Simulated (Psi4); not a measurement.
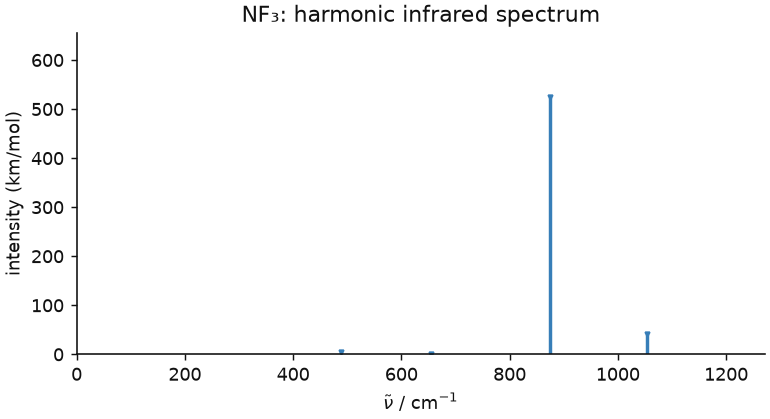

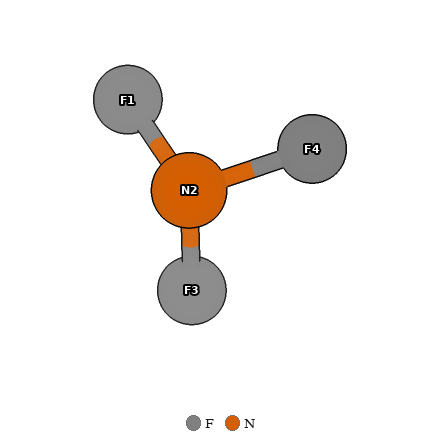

Infrared spectrum of NF₃, SMILES FN(F)F. Unscaled harmonic wavenumbers and double-harmonic intensities, SVWN-RPA/def2-TZVP in Psi4 1.11, at a geometry relaxed at this level, isolated molecule. Modes within 2 cm⁻¹ of each other count as one line, with their intensities summed.

Question: List the modes.

Answer:
```tsv
cm⁻¹	km/mol
488.0 (×2)	4.9
655.3	1.7
874.6 (×2)	524.7
1053.3	40.5
```
